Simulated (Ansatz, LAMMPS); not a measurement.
# Structural relaxation of glassy 79B2O3-21CaO (mol %) (83 atoms)

Aim: bring glassy 79B2O3-21CaO (mol %) (83 atoms) to a nearby minimum of the energy and see what moves.

Calculated with Ansatz 0.2.0; Kohn-Sham DFT, PBE, PAW (set soft_2), plane waves.

### 1. Starting point

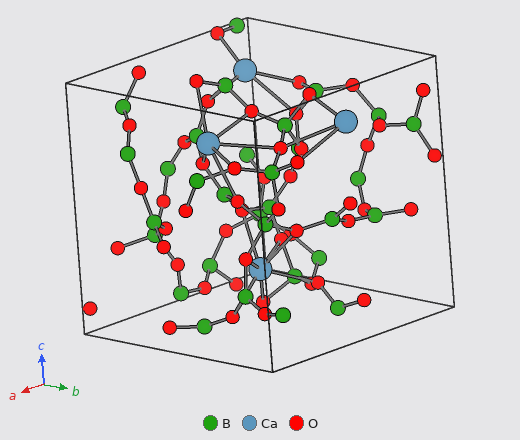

The cell as given, slightly off an axis (boron green, calcium blue, oxygen red). Bonds to atoms that aren't drawn are left out. Some periodic images of atoms are drawn too.

The cell holds 83 atoms: 30 B, 4 Ca and 49 O. Its edges and angles: a = 9.676 Å, b = 9.676 Å, c = 9.676 Å, α = 90.0°, β = 90.0°, γ = 90.0°. 83 atoms (30 B, 4 Ca, 49 O) placed at random at 2.11 g/cm³, melted at 3000 K for 20 ps at fixed volume with the Buckingham and Coulomb pair potential of Guillot and Sator (Geochim. Cosmochim. Acta 71, 1249 (2007)) with the boron terms of Wang et al. (J. Non-Cryst. Solids 498, 294 (2018)). Quenched from 3000 K to 300 K at 100 K/ps and fixed volume, held 10 ps at zero pressure.

Limits known from the start: The quench rate of 100 K/ps is many orders above laboratory rates, so the cell is likely richer in defects and strain than a real sample. The starting topology of bonds comes from the classical model. Sampling is at Γ alone, for a cell whose shortest periodic width is 10 Å.

### 2. Single point at the start

A single point comes first, to see the forces before anything moves.

input.yaml

```yaml
crystal:
  lattice:
    - [9.67636, 0.0, 0.0]
    - [0.0, 9.67636, 0.0]
    - [0.0, 0.0, 9.67636]
  atoms:
    - { symbol: B, position: [0.94835, 0.25462, 0.74388] }
    - { symbol: B, position: [0.81297, 0.69611, 0.20631] }
    - { symbol: B, position: [0.8941, 0.3144, 0.46618] }
    - { symbol: B, position: [0.4281, 0.80802, 0.4329] }
    [... 73 atom lines left out ...]
    - { symbol: O, position: [0.84772, 0.82814, 0.16643] }
    - { symbol: O, position: [0.51628, 0.41395, 0.42991] }
    - { symbol: O, position: [0.54192, 0.72509, 0.40246] }
    - { symbol: O, position: [0.10252, 0.773, 0.7152] }
    - { symbol: O, position: [0.33171, 0.42715, 0.26974] }
    - { symbol: O, position: [0.79162, 0.59629, 0.1049] }
kpoints:
  mp_grid: { grid: [1, 1, 1] }
hamiltonian:
  xc: pbe
scf:
  occupations: { method: fixed }
output:
  forces: true
  stress: true
  populations: intrinsic
  dos:
    method: { smearing: { sigma: 0.1 } }
    de: 0.1
    projected: { site_lists: { B: [B], Ca: [Ca], O: [O] } }
  eigenvalues: true
```

Launch:

```
ansatz run input.yaml --threads 4 --pin off --max-ram 8192MiB --backend cpu --events-out ev --progress --plain --runs-dir out
```

The job ended after 9.1 s (4 threads of Arm Neoverse V2, shared host; peak memory 1.1 GiB; 34 s of CPU time).

The run gave:

```
free energy                                      : -39816.8449 eV
free energy per atom                             : -479.7210 eV/atom
SCF cycles                                       : 9
pressure                                         : -5.98 GPa
r.m.s. force component                           : 1.264 eV/Å
longest force                                    : 5.106 eV/Å
Fermi energy                                     : 4.774 eV
gap (highest filled to lowest empty level) : 2.3 eV
```

The r.m.s. force component of 1.3 eV/Å and the pressure of -6.0 GPa set the starting point.

Neighbours are counted within 1.83 Å (O-B), 2.88 Å (O-Ca).

Length of the force by element and coordination:

```
element  coordination  atoms  mean length of the force (eV/Å)  spread  least  most
      B           all     30                             2.40    1.06  0.384  5.11
      B             3     22                             2.52    1.03  0.871  5.11
      B             4      8                             2.07    1.07  0.384  3.24
     Ca           all      4                             1.57   0.756  0.614  2.50
      O           all     49                             1.72   0.831  0.310  3.56
      O             2     24                             1.49   0.681  0.411  2.90
      O             3     22                             1.86   0.906  0.310  3.56
      O             4      3                             2.52   0.603   1.98  3.36
```

### 3. Relaxation

The atoms are relaxed in the fixed cell, aiming at the force tolerance of the input.

input.yaml, the sections that differ from step 2:

```yaml
output:
  forces: true
relax:
  f_tol: 0.03
  max_steps: 200
# crystal, kpoints, hamiltonian, scf: as in step 2
```

Elapsed: 2.4 min, on 4 threads; peak memory 1 GiB; 9 min of CPU time.

The steps of the relaxation (22 of 35):

```
step  energy less that of the first step (eV)  largest force component (eV/Å)
   1                                   0.0000                          4.6815
   3                                  -6.9629                          0.9415
   4                                  -7.7794                          0.4166
   6                                  -8.2766                          0.2496
   7                                  -8.3020                          0.1658
   9                                  -8.3510                          0.1564
  11                                  -8.3654                          0.0905
  12                                  -8.3544                          0.2059
  14                                  -8.3742                          0.0346
  16                                  -8.3712                          0.2093
  17                                  -8.3770                          0.0326
  19                                  -8.3792                          0.0606
  20                                  -8.3804                          0.0588
  22                                  -8.3606                          0.3231
  24                                  -8.3871                          0.2063
  25                                  -8.3910                          0.0945
  27                                  -8.4103                          0.1487
  29                                  -8.4263                          0.2966
  30                                  -8.4555                          0.1566
  32                                  -8.4611                          0.1634
  33                                  -8.4743                          0.0471
  35                                  -8.4781                          0.0167
```

Relaxation steps 10, 12, 16, 22, 24, 31 were tried and not accepted.

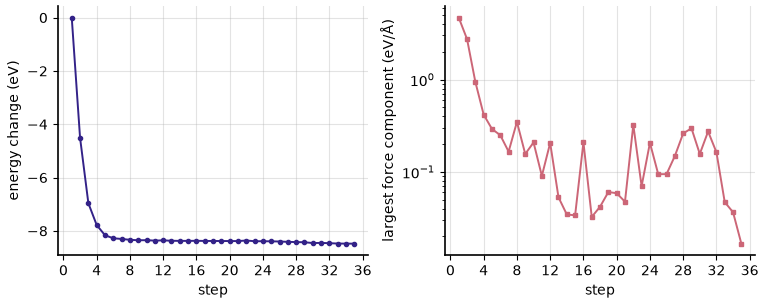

Energy and largest force along the relaxation.

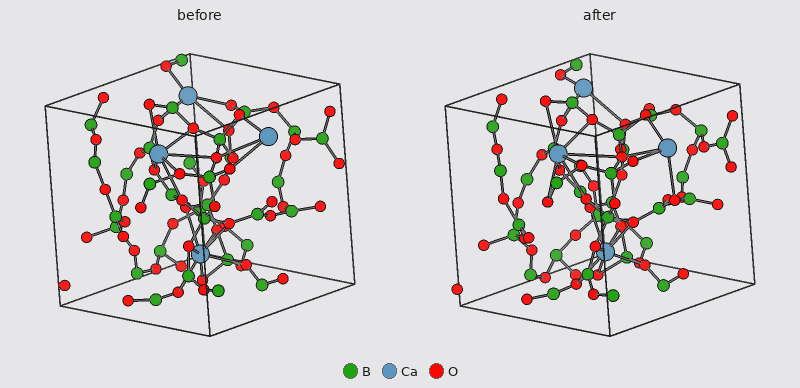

The structure before and after the relaxation, drawn at the same scale. Bonds to atoms that aren't drawn are left out.

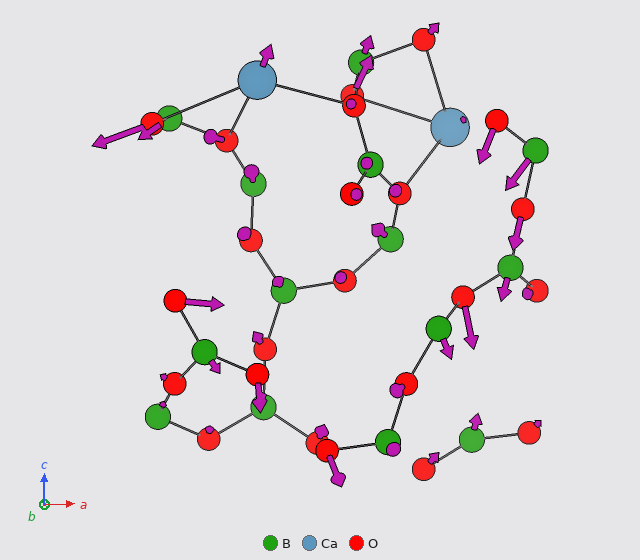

Displacements in the relaxation, exaggerated; the longest in the cell stands for 0.97 Å. Drawn is a slice 4 Å thick, seen along the normal of the ac plane.

The atoms that moved most (Å):

```
atom      dx      dy      dz  length
 O46  -0.853   0.305  -0.346   0.970
 O63   0.834   0.294   0.093   0.890
 O44   0.008  -0.742   0.306   0.803
 O61   0.066  -0.005   0.783   0.786
 O69   0.156   0.070  -0.745   0.764
 O50   0.163  -0.585  -0.461   0.762
 B21   0.707   0.092   0.068   0.717
Ca33  -0.129  -0.239  -0.621   0.678
```

The relaxation changed the energy by -102 meV/atom, and atoms moved by 0.45 Å r.m.s., 0.97 Å at most.

### 4. Local order after relaxation

Bonds before and after, by the cutoffs listed below:

```
pair  bonds before  bonds after  mean before (Å)  mean after (Å)  spread before (Å)  spread after (Å)
 O-B            98           98            1.424           1.421              0.043             0.067
O-Ca            28           29            2.499           2.458              0.125             0.153
```

Density 2.33 g/cm³, 10.92 Å³ an atom.

Pair distribution functions g(r), in bins of 0.2 Å:

```
r (Å)  total   O-O   O-B  O-Ca   B-B  B-Ca  Ca-Ca
 1.30   2.79  0.00  6.55  0.00  0.00  0.00   0.00
 1.50   2.29  0.00  5.36  0.00  0.00  0.00   0.00
 1.70   0.04  0.00  0.09  0.00  0.00  0.00   0.00
 1.90   0.00  0.00  0.00  0.00  0.00  0.00   0.00
 2.10   0.02  0.00  0.00  0.39  0.00  0.00   0.00
 2.30   1.14  2.54  0.00  4.38  0.00  0.00   0.00
 2.50   1.66  3.36  0.08  3.46  1.87  0.45   0.00
 2.70   0.57  0.12  0.10  0.49  3.21  1.20   0.00
 2.90   0.58  0.56  0.38  0.44  0.49  3.92   0.00
 3.10   1.02  0.96  1.27  0.20  0.17  3.16   0.00
 3.30   0.98  0.61  1.38  0.69  0.59  1.92   0.00
 3.50   1.18  0.91  1.47  0.89  1.05  1.25   0.00
 3.70   1.36  0.79  2.03  1.35  0.88  0.65   3.25
 3.90   0.99  0.96  1.05  0.85  1.17  0.19   0.00
 4.10   0.88  0.85  0.82  2.07  0.80  0.18   0.00
 4.30   1.03  1.29  0.84  1.19  0.96  0.66   0.00
 4.50   1.10  1.48  0.83  0.55  1.43  0.31   0.00
 4.70   1.12  1.32  0.96  0.83  1.16  1.50   0.00
```

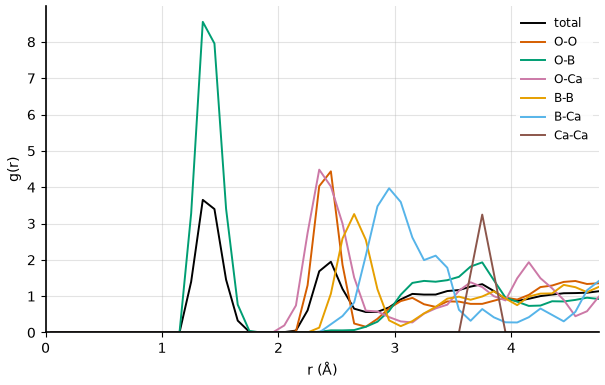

Pair distribution functions, lightly smoothed.

Bonds by pair of elements; cutoffs follow the first minimum of g(r), held within bounds set by covalent radii, and pairs that aren't listed don't count as bonded:

```
pair A-B  cutoff (Å)  bonds  mean length (Å)  spread (Å)  shortest (Å)  B about A  A about B
     O-B        1.83     98             1.42       0.067          1.30          2       3.27
    O-Ca        2.93     29             2.46       0.153          2.19      0.592       7.25
```

How many atoms have how many bonded neighbours:

```
element  mean   2   3  4  7  8
      B  3.27   0  22  8  0  0
     Ca  7.25   0   0  0  3  1
      O  2.59  23  23  3  0  0
```

Bond angles, per cent of each kind in bins of 5°:

```
angle (°)  O-B-O  O-Ca-O  B-O-Ca  B-O-B
    50–55    0.0     5.5     0.0    0.0
    55–60    0.0    12.1     0.0    0.0
    60–65    0.0     5.5     0.0    0.0
    65–70    0.0     1.1     0.0    0.0
    70–75    0.0     4.4     3.5    0.0
    75–80    0.0     2.2     5.2    0.0
    80–85    0.0     3.3     5.2    0.0
    85–90    0.0     7.7    12.1    0.0
    90–95    0.0     6.6    20.7    0.0
   95–100    1.8     5.5    13.8    0.0
  100–105    6.1     4.4     1.7    0.0
  105–110   16.7     2.2     8.6    0.0
  110–115   19.3     4.4     6.9    0.0
  115–120   24.6     4.4     8.6    0.0
  120–125   27.2     7.7     5.2    8.2
  125–130    3.5     1.1     3.5   10.2
  130–135    0.9     2.2     0.0   16.3
  135–140    0.0     5.5     3.5   26.5
  140–145    0.0     3.3     0.0    4.1
  145–150    0.0     6.6     1.7   12.2
  150–155    0.0     3.3     0.0   14.3
  155–160    0.0     0.0     0.0    0.0
  160–165    0.0     0.0     0.0    4.1
  165–170    0.0     0.0     0.0    0.0
  170–175    0.0     0.0     0.0    2.0
  175–180    0.0     1.1     0.0    2.0
```

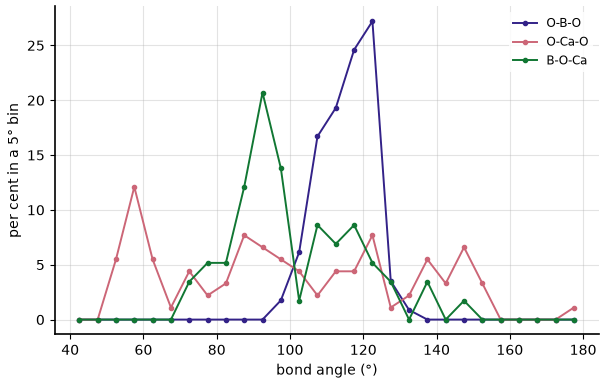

Distributions of the most common bond angles.

Bond angles (no mean is given where the spread exceeds 20°):

```
  angle  count  mean (°)  spread (°)
  O-B-O    114       115         6.9
 O-Ca-O     91         -           -
 B-O-Ca     58       100        16.6
  B-O-B     49       141        11.9
Ca-O-Ca      3         -           -
```

Oxygen atoms by the number of network formers (Si, P, Ge, B, Al, As, Ga) bound to them:

```
network formers bound to O  O atoms  per cent
                         0        0         0
                         1        0         0
                         2       49       100
```

Network units: each former by its oxygen neighbours and how many of them bridge to another former:

```
former  O neighbours  bridging O  atoms
     B             3           3     22
     B             4           4      8
```

Bond length by coordination (bonds to H left out):

```
element  coordination  atoms  mean bond length (Å)
      B             3     22                  1.39
      B             4      8                  1.50
     Ca             7      3                  2.46
     Ca             8      1                  2.46
      O             2     23                  1.39
      O             3     23                  1.77
      O             4      3                  2.01
```

Rings of the network by King's shortest-path rule, up to 12 atoms, one path for each pair of neighbours; H, halogens, alkali and alkaline-earth atoms are left out, and the last column divides by all other atoms, bonded or not:

```
ring size (atoms)  rings  per network atom
                8      1             0.013
               10      2             0.025
               12      5             0.063
```

By these cutoffs 73 % of B atoms have 3, 75 % of Ca atoms have 7 and 47 % of O atoms have 2 and as many 3 bonded neighbours. The O-B-O angle averages 115° with a spread of 7°. 100 % of the oxygens bridge two formers (B) and 0 % are non-bridging. The commonest B unit has 3 oxygens, 3 of them shared with other formers (22 of 30 atoms). Rings of 12 atoms are the most common (62 % of those counted); sizes run from 8 to 12, where the search stops.

### 5. Single point at the relaxed geometry

One more single point at the end of the walk gives the fuller output and checks the residual forces.

input.yaml

```yaml
crystal:
  lattice:
    - [9.67636, 0.0, 0.0]
    - [0.0, 9.67636, 0.0]
    - [0.0, 0.0, 9.67636]
  atoms:
    - { symbol: B, position: [0.90595, 0.24668, 0.68921] }
    - { symbol: B, position: [0.82732, 0.70708, 0.22032] }
    - { symbol: B, position: [0.88277, 0.32078, 0.42354] }
    - { symbol: B, position: [0.4335, 0.8269, 0.46661] }
    [... 73 atom lines left out ...]
    - { symbol: O, position: [0.89877, 0.80774, 0.1545] }
    - { symbol: O, position: [0.51124, 0.43918, 0.43279] }
    - { symbol: O, position: [0.54008, 0.75178, 0.41278] }
    - { symbol: O, position: [0.06617, 0.79211, 0.67201] }
    - { symbol: O, position: [0.32017, 0.44447, 0.28837] }
    - { symbol: O, position: [0.78961, 0.58552, 0.14355] }
kpoints:
  mp_grid: { grid: [1, 1, 1] }
hamiltonian:
  xc: pbe
scf:
  occupations: { method: fixed }
output:
  forces: true
  stress: true
  populations: true
  dos:
    method: { smearing: { sigma: 0.1 } }
    de: 0.1
    projected: { site_lists: { B: [B], Ca: [Ca], O: [O] } }
  eigenvalues: true
  write_density: true
  write_potential: true
  volumetric_format: npy
  elf: true
```

Elapsed: 10 s, on 4 threads; peak memory 1.1 GiB; 38 s of CPU time.

Numbers from this run:

| Property | Result |
| --- | --- |
| free energy | -39825.3230 eV |
| free energy per atom | -479.8232 eV/atom |
| SCF cycles | 9 |
| pressure | -2.519 GPa |
| r.m.s. force component | 0.00494 eV/Å |
| longest force | 0.01742 eV/Å |
| Fermi energy | 3.274 eV |
| gap (highest filled to lowest empty level) | 4.734 eV |
| spilling of the projection | 0.009569 |

Löwdin charges by element and coordination (they lack the spilled electrons, 0.049 e an atom on average):

```
element  coordination  atoms  mean charge (e)  spread   least    most
      B           all     30            0.619  0.0385   0.525   0.684
      B             3     22            0.636   0.023   0.590   0.684
      B             4      8            0.573  0.0351   0.525   0.652
     Ca           all      4             1.83  0.0163    1.81    1.85
     Ca             7      3             1.83  0.0183    1.81    1.85
     Ca             8      1             1.84       0    1.84    1.84
      O           all     49           -0.445  0.0652  -0.599  -0.352
      O             2     23           -0.390  0.0213  -0.450  -0.352
      O             3     23           -0.482  0.0417  -0.592   -0.41
      O             4      3           -0.583  0.0115  -0.599  -0.573
```

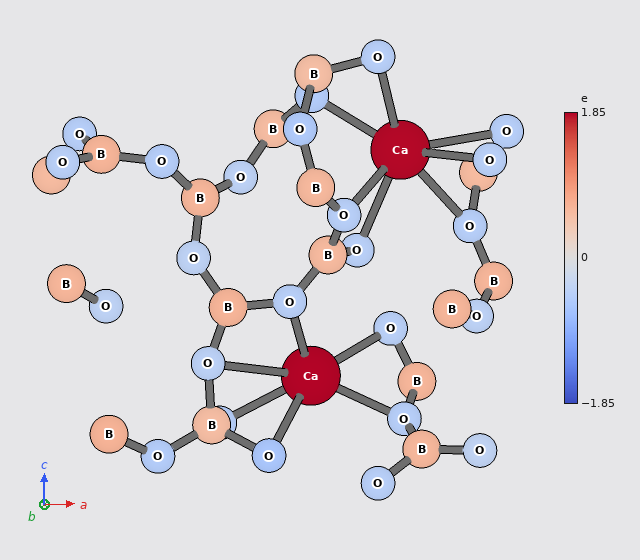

Atoms coloured by Löwdin charge. Drawn is a slice 4 Å thick, seen along the normal of the ac plane.

Density of states as counts of states in windows of 1 eV (from the Fermi level), total and the larger projections:

```
from (eV)  to (eV)  total   O p  B p   O s
      -18      -17   15.2   0.2  3.4  10.5
      -17      -16    0.1   0.0  0.0   0.0
      -16      -11    0.0   0.0  0.0   0.0
      -11      -10    3.1   2.2  0.2   0.0
      -10       -9   18.7  13.3  1.5   0.3
       -9       -8   18.4  12.7  3.1   0.3
       -8       -7   22.5  15.3  5.6   0.3
       -7       -6   26.9  18.3  7.3   0.4
       -6       -5   16.2  11.2  4.2   0.4
       -5       -4   27.5  20.4  5.4   1.0
       -4       -3   32.6  26.9  3.8   1.3
       -3       -2   46.9  42.5  2.3   1.1
       -2       -1   55.4  52.5  1.2   0.8
       -1        0   24.6  23.6  0.5   0.2
        0        1    1.1   1.0  0.0   0.0
        1        4    0.0   0.0  0.0   0.0
        4        5    5.7   0.6  2.4   0.4
```

With fixed occupations the program's Fermi level is the highest filled level; weight inside the gap is the broadening of levels at its edges.

Between -26 and -18 eV lie 107 more states.

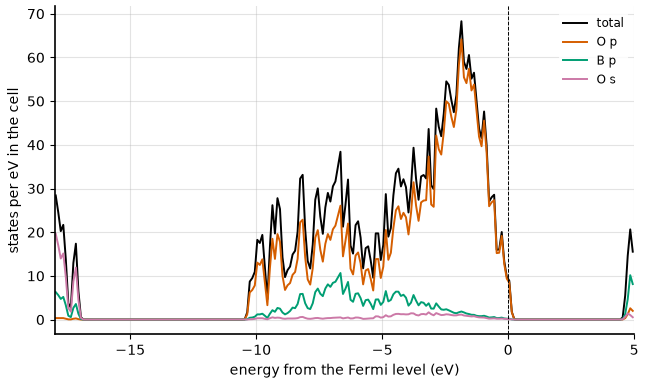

Total and projected density of states, with the broadening of the input.

The levels nearest the highest filled one (over half full), pooled over k-points and spins:

```
level less the highest filled one (eV)  occupation
                                -0.599           2
                                -0.560           2
                                -0.404           2
                                -0.271           2
                                -0.203           2
                                     0           2
                                  4.73           0
                                  4.86           0
                                  4.92           0
                                  5.22           0
                                  5.34           0
                                  5.39           0
```

Mean Löwdin charges: B +0.62, Ca +1.83, O -0.45 e (they miss 0.96 % of the electrons, so they add up to more than the cell's charge). The largest share in the top eV of filled states is O p (97 % of the projected weight), and in the lowest eV of empty states B p (63 % of the projected weight).

### 6. Summary of results

```yaml
energy_change_in_the_relaxation: -102.1 meV/atom
r_m_s_displacement: 0.446 Å
largest_displacement: 0.97 Å
free_energy_per_atom: -479.8232 eV/atom
pressure: -2.519 GPa
r_m_s_force_component: 0.00494 eV/Å
spacing_of_highest_filled_and_lowest_empty_level: 4.734 eV
wall_time_of_the_3_dft_runs: 2.7 min
```

**Reading.** Relaxation lowers the energy by 102 meV/atom and moves atoms by 0.45 Å r.m.s.; the r.m.s. force component goes from 1.3 to 0.0049 eV/Å, the pressure goes from -6.0 to -2.5 GPa, and the gap from 2.30 to 4.73 eV. By the final cutoffs 4 of 126 bonded pairs parted and 5 joined. From the first step to the last the energy fell by 8.478 eV, and the largest move was 0.97 Å (O46). The O-Ca bonds change most in mean length: from 2.499 Å (spread 0.125) to 2.458 Å (spread 0.153), and their number from 28 to 29. With the cutoffs above, 73 % of B atoms have 3, 75 % of Ca atoms have 7 and 47 % of O atoms have 2 and as many 3 bonded neighbours. 100 % of the oxygens bridge two formers (B) and 0 % are non-bridging. Between filled and empty levels lie 4.73 eV (at Γ alone); a semilocal functional tends to put such gaps too low. In a disordered cell it changes from sample to sample, and tail or defect levels can set it.

What to keep in mind: The starting topology of bonds comes from the classical model; in DFT 4 of its 126 bonded pairs passed out of the cutoffs and 5 came within them. The pressure of -2.5 GPa means that a free cell would contract at this level.

[Logs are printed without paths, hosts, clocks, repeated set-up lines and the standing remarks that a program may print on its own settings, such as how far it seeks lower states.]

[Hosts, paths, dates, database ids (printed as entryN), source tags and the programs' standing remarks are cut or masked in the printed files.]
